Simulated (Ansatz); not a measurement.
# InSe monolayer: phonons and vibrational spectra, part 3 of 3

Aim: the vibrations of InSe monolayer, their spectra, and whether the structure is stable.

Ansatz 0.2.0; DFT PBEsol, scalar-relativistic, plane waves, PAW; PAW set soft_1.

So far. Step 3 (Tight relaxation): The largest force component left is 0.17 meV/Å, within the tolerances set. Step 4 (Zone-centre response): Before it was imposed, the acoustic sum rule was missed by 8.7e-5 eV/Å² and the charge sum rule by 0.0050 e. Small misses are needed for a sound result but don't prove that mesh and cutoff are converged. The lowest optical mode is real, 36.3 cm⁻¹.

## (5) Phonons on a q mesh

Stability and thermal properties need the whole zone. Linear response on a 3×3×1 q mesh gives force constants as far as a supercell of that size would, and the tensors from the zone-centre run are typed in so that the long-range dipole term is interpolated apart.

The input, input.yaml:

```yaml
crystal:
  lattice:
    - [3.9960857113, 0.0, 0.0]
    - [-1.9980428557, 3.4607117416, 0.0]
    - [0.0, 0.0, 34.09996]
  atoms:
    - { symbol: In, position: [0.3333333333, 0.6666666667, 0.3632454124] }
    - { symbol: In, position: [0.3333333333, 0.6666666667, 0.2819166347] }
    - { symbol: Se, position: [0.6666666667, 0.3333333333, 0.4008740361] }
    - { symbol: Se, position: [0.6666666667, 0.3333333333, 0.244288011] }
  periodic: [true, true, false]
kpoints:
  mp_grid: { grid: [9, 9, 1] }
hamiltonian:
  xc: pbesol
  pseudopotentials: { kind: paw, azcp: { folder: soft_1 }, xc_functional: pbe }
scf:
  occupations: { method: fixed }
output:
  eigenvalues: true
phonons:
  method: dfpt
  qmesh: [3, 3, 1]
  temperatures: { t_max: 1000, t_step: 50 }
  qpath:
    path:
      - [0.0, 0.0, 0.0]
      - [0.5, 0.0, 0.0]
      - [0.33333333, 0.33333333, 0.0]
      - [0.0, 0.0, 0.0]
    npoints: 10
  isolated: true
  non_analytic_term:
    high_frequency_dielectric_tensor: [[2.7389, 0.0, 0.0], [0.0, 2.7389, 0.0], [0.0, 0.0, 1.212]]
    born_effective_charges:
      - { species: In, tensor: [[2.3766, 0.0, 0.0], [0.0, 2.3766, 0.0], [0.0, 0.0, 0.1658]] }
      - { species: In, tensor: [[2.3766, 0.0, 0.0], [0.0, 2.3766, 0.0], [0.0, 0.0, 0.1658]] }
      - { species: Se, tensor: [[-2.3766, 0.0, 0.0], [0.0, -2.3766, 0.0], [0.0, 0.0, -0.1658]] }
      - { species: Se, tensor: [[-2.3766, 0.0, 0.0], [0.0, -2.3766, 0.0], [0.0, 0.0, -0.1658]] }
    source: "zone-centre run at this cell"
```

Launch:

```
> ansatz run input.yaml --threads 4 --pin off --max-ram 16384MiB --backend cpu --events-out ev --progress --plain --runs-dir out
```

Numbers of over 12 decimals in the logs are rounded to 6 here.

The program printed:

```text
Warning: phonons: the dynamical matrix that this run interpolates holds no multipole term above the dipole-dipole one, and a site of this crystal is no centre of inversion, so its interpolated transverse optical and acoustic branches and sound speeds can stay off near Gamma, and the density of states and the thermodynamics with them. What a run solves at a wave vector of phonons.qpoints, Gamma apart, where the deck admits one, is free of this, and under fd what a larger phonons.supercell samples
[...]
Crystal: 4 atoms, lattice volume = 471.579 Å³
Basis set: ecut = 420 eV, 9281 PW (Γ), exchange–correlation on 54×54×480 points (8 copies of the dense FFT grid, shifted against one another)
Bands: 35, of which v1, the nominal top of the filled ones, is band 29 counted from 1 (28 counted from 0)
Symmetry: 12 space group operations
k-points: 12 of 81 (irreducible under 6 space group operations, time reversal used)
[...]
SCF iter  13: F=-21901.256096 eV  HF=-21901.256096 eV  |F-HF|=2.18e-11  |Δ(HF+E_count)|=  5.09e-11  Δρ=3.11e-8  dr2=3.61e-12  ethr=1.00e-12  ⟨swp⟩=23.1  Hψ=3798  notcnv=0
SCF 1 converged in 13 iterations: F = -21901.256096 eV  dr2 = 3.61e-12
[...]
DFPT response loops at q = (0, 0, 0) (fractional): preconditioner auto → none (the input reference at scf.mixing.eps_inf says where Resta's filter doesn't serve); β = 0.50; Broyden in place of MSR1
[...]
SCF converged after 13 iterations
Free energy (F): -21901.256096 eV
[...]
Internal energy: -21901.256096 eV  (E = F + TS)
E sigma→0 (E₀):  -21901.256096 eV
Fermi energy:    -6.008432 eV
[...]
--- Band table (eV; the first three rows and the last of 12) ---
  k-point 0: bands = [... 25 lower, -6.4578, -6.3799, -6.3799, -6.0821, -4.3602, -3.1977, -0.9082 (-0.9082°), -0.9082 (-0.9082°), ... 2 higher]
  k-point 1: bands = [... 25 lower, -7.0311, -6.6141, -6.5178, -6.0172, -3.7637, -2.5826, -1.5380 (-1.5380°), -0.7853 (-0.7852°), ... 2 higher]
  k-point 2: bands = [... 25 lower, -7.7164, -6.9671, -6.8331, -6.0406, -3.2001, -2.9200, -1.2247 (-1.2247°), -1.0238 (-1.0237°), ... 2 higher]
  k-point 11: bands = [... 25 lower, -8.8525, -7.7852, -7.3020, -7.1060, -3.4922, -2.8040, -1.9607, -0.9793, ... 2 higher]
  ° read free of the cell's end (the report's vacuum.weakly_bound_levels)
--- Phonons (Γ-DFPT): 8 representative perturbations + reference (Σ response iterations 30) ---
  ASR residual: 5.084e-5 → 0.000e0 eV/Å²; symmetrization residual: 4.118e-5 eV/Å²
[...]
ASR residual per site (eV/Å²): 2.08e-5 2.44e-5 5.08e-5 3.69e-5
[...]
--- Phonons (arbitrary-q DFPT): 3 irreducible q on the 3×3×1 mesh ---
  q = [0.0000, 0.0000, 0.0000] (star 1, of the zone-centre solve; hermiticity 7.06e-6, symmetrization 6.82e-11, taken by the last average 3.75e-7): -0.00 -0.00 0.00 36.28 36.28 105.87 169.58 169.58 173.56 173.56 198.95 226.42
  q = [0.0000, 0.3333, 0.0000] (star 6, 12 solved perturbations on 45 of 81 k-point pairs; hermiticity 7.57e-6, symmetrization 2.95e-10, taken by the last average 9.40e-7): 38.64 42.25 57.99 59.02 85.52 115.95 171.09 172.71 175.15 194.88 195.14 222.99
  q = [0.3333, 0.3333, 0.0000] (star 2, 8 solved perturbations in 256 linear systems a pass and spin channel, the states on 45 of 81 k-point pairs; hermiticity 5.16e-6, symmetrization 6.59e-7, taken by the last average 1.34e-6): 44.30 45.45 74.76 86.66 87.37 120.92 175.65 180.68 184.08 184.99 188.62 220.06
  sum rule: each row above includes the acoustic sum rule's correction from the zone centre's row sums; it moved no ω² by more than (0.42 cm⁻¹)²
  mesh force constants: q→R imaginary residual 0.00e0; ASR residual 5.084e-5 → 0.000e0 eV/Å²; symmetrization residual 4.441e-15 eV/Å²
  interpolated dispersion: 31 rows × 12 modes
  density of states and harmonic sums: on the 18×18×1 q-mesh, interpolated from the force constants of a 3×3×1 supercell (with the dipole–dipole term of supplied tensors)
  largest difference from the sums on the solved wave vectors: F 9.05e-2 eV, S 1.15e-4 and C_V 2.47e-5 eV/K
  zero-point energy: 0.094709 eV/cell   skipped modes (ω ≤ 0): 5, of them read as no rigid motion or as one in doubt: 2 (3.704e-2 modes/cell left out, lowest -6.11 cm⁻¹)   left out of the sums: 3.86e-3 of the cell's modes: C_V's classical limit lies that fraction below 3 k_B per atom; for a crystal, a wire or a layer, F and S can be off by more, and a phonons.interpolated_qmesh denser along its periods is the remedy for the sampling
```

Wall time 9 min (4 threads of Arm Neoverse V1, shared host); peak memory 2.4 GiB; 35 min of CPU time.

Numbers from this step:

* sum-rule residual before enforcement: 5.08e-5 eV/Å²
* lowest frequency on the path: -6.175 cm⁻¹
* highest frequency on the path or at a solved wavevector: 226.4 cm⁻¹
* lowest mode on the q mesh (acoustic modes at Γ apart): 36.28 cm⁻¹

Frequencies (cm⁻¹) solved at each irreducible wavevector; negative means imaginary. Frequencies by wavevector, by row:

```
q in reciprocal lattice units  star  mode 1  mode 2  mode 3  mode 4  mode 10  mode 11  mode 12
                        0 0 0     1       0       0       0    36.3    173.6    198.9    226.4
                   0 0.3333 0     6    38.6    42.2      58      59    194.9    195.1      223
              0.3333 0.3333 0     2    44.3    45.5    74.8    86.7      185    188.6    220.1
```

Interpolated from a 3×3×1 q mesh, with the LO-TO term (at Γ the limit along the path; where Γ stands inside the path, tables give the limit on arrival). Phonon branches along the path, in cm⁻¹:

```
point  branch 1  branch 2  branch 3  branch 4  branch 9  branch 10  branch 11  branch 12
    Γ         0         0         0        36       174        174        199        226
    M        46        52        54        61       184        189        189        224
    K        44        46        75        87       184        185        189        220
    Γ         0         0         0        36       174        174        199        226
```

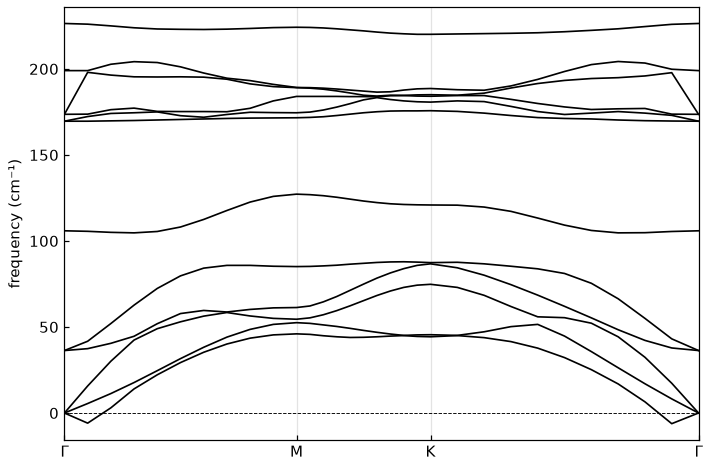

Phonon branches along the path.

The phonon density of states has structure finer than the step of the table below, so its rows give means over 20 cm⁻¹, whole bins alone (the curve runs from -7 to 227 cm⁻¹). Peaks (cm⁻¹: height): 45.0: 0.164, 57.0: 0.166, 85.0: 0.178, 121.0: 0.0895, 175.0: 0.348, 195.0: 0.186, 223.0: 0.271.

Tetrahedra on a 18×18×1 mesh, mean over bins of 2 cm-1. Interpolated from a 3×3×1 q mesh. Table of phonon density of states by wavenumber; means over each step:

```
wavenumber (cm⁻¹)  phonon density of states (1/cm⁻¹/cell)
               20                                  0.0185
               40                                  0.0826
               60                                  0.0836
               80                                  0.0608
              100                                  0.0147
              120                                  0.0354
              140                                       0
              160                                 0.00878
              180                                   0.175
              200                                  0.0660
```

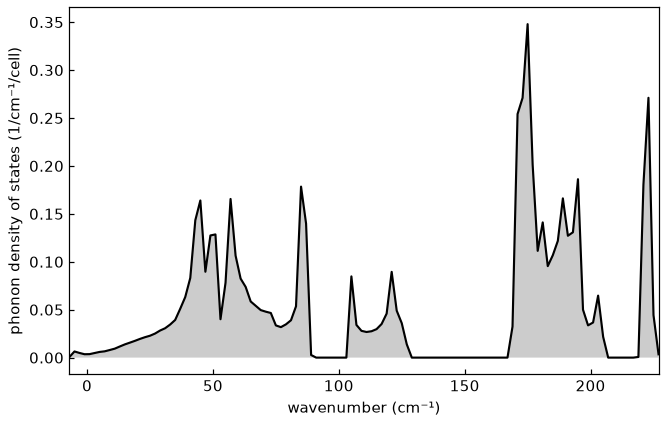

Phonon density of states against wavenumber.

The partial phonon density of states has structure finer than the step of the table below, so its rows give means over 20 cm⁻¹, whole bins alone (the curve runs from -21.2 to 243 cm⁻¹). Peaks (cm⁻¹: height): In 45.3: 0.102, 61.9: 0.0663, 85.2: 0.0642, 121.8: 0.0206, 173.4: 0.0963, 191.7: 0.0892, 221.6: 0.0981; Se 48.6: 0.0498, 85.2: 0.0566, 121.8: 0.0311, 173.4: 0.190, 191.7: 0.118, 221.6: 0.0537.

Phonopy on the run's constants, 17x17x1 mesh, Gaussian sigma 2.0 cm-1. Interpolated from a 3×3×1 q mesh. Table of partial phonon density of states by wavenumber; means over each step; values in 1/cm⁻¹/cell:

```
wavenumber (cm⁻¹)       In       Se
                0  0.00305  0.00209
               20   0.0112  0.00708
               40   0.0566   0.0287
               60   0.0483   0.0304
               80   0.0350   0.0241
              100  0.00582   0.0123
              120   0.0126   0.0192
              140   8.4e-4  0.00102
              160  0.00466  0.00893
              180   0.0618    0.111
              200   0.0271   0.0362
              220   0.0319   0.0180
```

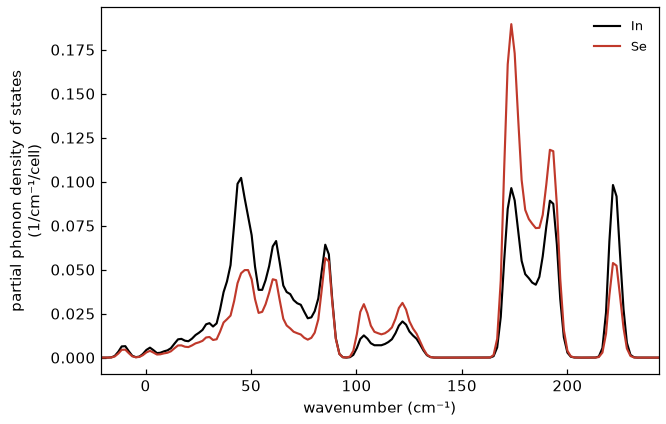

Partial phonon density of states, plotted against wavenumber.

Symmetry leaves 3 wavevectors to solve. The lowest mode among them, the acoustic zeros apart, lies at Γ and is real, 36.3 cm⁻¹. Between them the interpolated path dips to 6i cm⁻¹.

## (6) Isotope substitution, element In, natural mass 114.818 amu

An isotope changes the mass and not the force constants, so no new electronic calculation is needed; the shifts show which modes move this element.

The same force constants with the mass of In changed from 114.818 to 112.904 u (phonopy, no LO-TO term). Both lists are sorted by frequency; levels can cross, so a row need not hold one and the same mode. Modes under 3 cm⁻¹ are left out. Isotope shifts, by row:

```
              q  rank  natural mass (cm⁻¹)  changed mass (cm⁻¹)
          0 0 0     4                36.28                36.47
          0 0 0     5                36.28                36.47
          0 0 0     6                105.9                106.1
          0 0 0     7                169.6                170.1
          0 0 0     8                169.6                170.1
          0 0 0     9                173.6                174.2
          0 0 0    10                173.6                174.2
          0 0 0    11                198.9                199.6
          0 0 0    12                226.4                227.8
     0 0.3333 0     1                38.64                38.87
     0 0.3333 0     2                42.25                42.47
     0 0.3333 0     3                57.99                58.32
     0 0.3333 0     4                59.02                59.28
     0 0.3333 0     5                85.52                85.93
     0 0.3333 0     6                  116                116.3
     0 0.3333 0     7                171.1                171.6
     0 0.3333 0     8                172.7                173.2
     0 0.3333 0     9                175.2                175.7
     0 0.3333 0    10                194.9                195.6
     0 0.3333 0    11                195.1                195.9
     0 0.3333 0    12                  223                224.2
0.3333 0.3333 0     1                 44.3                44.49
0.3333 0.3333 0     2                45.45                45.75
0.3333 0.3333 0     3                74.76                75.22
0.3333 0.3333 0     4                86.66                87.22
0.3333 0.3333 0     5                87.37                87.73
0.3333 0.3333 0     6                120.9                121.3
0.3333 0.3333 0     7                175.7                  176
0.3333 0.3333 0     8                180.7                181.4
0.3333 0.3333 0     9                184.1                184.9
0.3333 0.3333 0    10                  185                185.4
0.3333 0.3333 0    11                188.6                189.1
0.3333 0.3333 0    12                220.1                221.2
```

A mode of this element alone would shift by +0.84 %. The highest zone-centre frequency without the field goes from 226.4 to 227.8 cm⁻¹ (+0.6 %). The product of the frequency ratios over all optical modes at Γ is 1.036; the product rule, (m/m′)^(3k/2) (M′/M)^(3/2) with k = 2 such atoms and M the mass of the cell, gives 1.036.

## (7) Another isotope, element Se, natural mass 78.971 amu

The same for Se, from 78.97 to 81.92 u.

The same force constants with the mass of Se changed from 78.971 to 81.917 u (phonopy, no LO-TO term). Both lists are sorted by frequency; levels can cross, so a row need not hold one and the same mode. Modes under 3 cm⁻¹ are left out. Isotope shifts, by row:

```
              q  rank  natural mass (cm⁻¹)  changed mass (cm⁻¹)
          0 0 0     4                36.28                36.02
          0 0 0     5                36.28                36.02
          0 0 0     6                105.9                104.5
          0 0 0     7                169.6                167.7
          0 0 0     8                169.6                167.7
          0 0 0     9                173.6                171.7
          0 0 0    10                173.6                171.7
          0 0 0    11                198.9                196.8
          0 0 0    12                226.4                225.2
     0 0.3333 0     1                38.64                38.42
     0 0.3333 0     2                42.25                41.97
     0 0.3333 0     3                57.99                57.64
     0 0.3333 0     4                59.02                 58.5
     0 0.3333 0     5                85.52                84.84
     0 0.3333 0     6                  116                114.6
     0 0.3333 0     7                171.1                  169
     0 0.3333 0     8                172.7                170.6
     0 0.3333 0     9                175.2                173.1
     0 0.3333 0    10                194.9                192.8
     0 0.3333 0    11                195.1                193.3
     0 0.3333 0    12                  223                221.5
0.3333 0.3333 0     1                 44.3                 43.9
0.3333 0.3333 0     2                45.45                45.27
0.3333 0.3333 0     3                74.76                74.38
0.3333 0.3333 0     4                86.66                86.28
0.3333 0.3333 0     5                87.37                86.55
0.3333 0.3333 0     6                120.9                119.5
0.3333 0.3333 0     7                175.7                173.2
0.3333 0.3333 0     8                180.7                179.1
0.3333 0.3333 0     9                184.1                182.4
0.3333 0.3333 0    10                  185                182.4
0.3333 0.3333 0    11                188.6                186.2
0.3333 0.3333 0    12                220.1                218.6
```

A mode of this element alone would shift by -1.81 %. The highest zone-centre frequency without the field goes from 226.4 to 225.2 cm⁻¹ (-0.5 %). The product of the frequency ratios over all optical modes at Γ is 0.916; the product rule, (m/m′)^(3k/2) (M′/M)^(3/2) with k = 2 such atoms and M the mass of the cell, gives 0.916.

## (8) Outcome

```json
{
  "space group after relaxation (within 0.01 Å)": "P-6m2",
  "area per atom": "3.46 Å²",
  "gap on the k-mesh": "1.65 eV",
  "highest optical mode at the zone centre (no LO-TO term)": "226 cm⁻¹",
  "lowest optical zone-centre mode": "36.3 cm⁻¹",
  "largest Born charge (third of the trace)": "1.64 e",
  "lowest mode on the q mesh (acoustic modes at Γ apart)": "36.3 cm⁻¹",
  "highest frequency on the path or at a solved wavevector": "226 cm⁻¹",
  "imaginary modes on the 3×3×1 q mesh": "none"
}
```

What this shows: No mode is imaginary at the 3 irreducible wavevectors solved, but between them the interpolated path dips to 6.2i cm⁻¹, so stability is not settled. Without the field, the optical modes at Γ span 36 to 226 cm⁻¹. The highest mode in this list at Γ, 226.4 cm⁻¹, has its largest share on In (70 % of the kinetic energy). The strongest infrared line is at 174 cm⁻¹. Averaged over orientations, the strongest Raman line at 532 nm and 300 K is at 106 cm⁻¹. The tensors are the static, non-resonant ones, while 532 nm light (2.33 eV) lies above the computed gap. In a sheet or slab the interpolated bending branch near Γ is rough, since the rotational sum rule isn't imposed. Dielectric tensors refer to the cell with its vacuum. The PAW files were made for PBE and serve the other functionals too. The starting cell was built on a prototype and not taken from a measurement. These are harmonic frequencies at zero temperature: anharmonic shifts, linewidths and thermal expansion are left out.

[Logs are printed without paths, hosts, clocks, repeated set-up lines and the standing remarks that a program may print on its own settings, such as how far it seeks lower states.]

[Hosts, paths, dates, database ids (printed as entryN), source tags and the programs' standing remarks are cut or masked in the printed files.]
